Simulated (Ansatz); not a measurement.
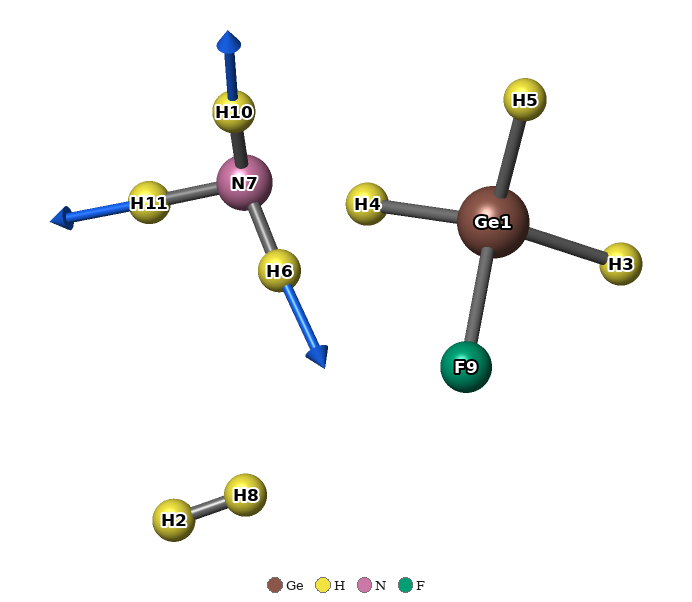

The arrows show one normal mode. Harmonic vibrations computed with RKS PBE0-D4/def2-TZVP (Ansatz 0.2.0) at a stationary point of the same level.

What kind of motion is it?

Mostly in-phase stretching of 3 N–H bonds.

Estimate its harmonic wavenumber.

3501 cm⁻¹; it is mode 24 of 27 counted from the lowest.
